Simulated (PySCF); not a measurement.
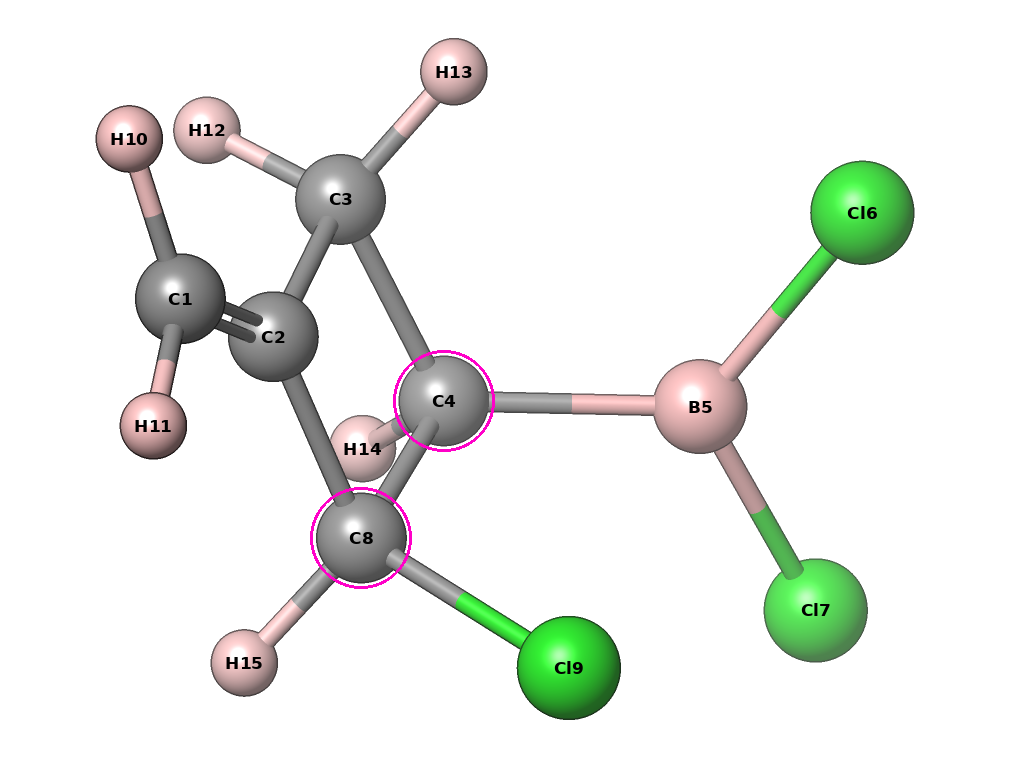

Atoms fade into the background with distance from the viewer. Circles mark the stereogenic atoms. The computed structure is the end point of a GFN2-xTB optimisation. No frequency run is at hand to confirm it as a minimum.

**What are the Cahn–Ingold–Prelog descriptors?**

C4: R (priorities C8 > C3 > B5 > H14); C8: R (priorities Cl9 > C2 > C4 > H15).

**Give a SMILES with the stereochemistry.**

C=C1C[C@@H](B(Cl)Cl)[C@H]1Cl
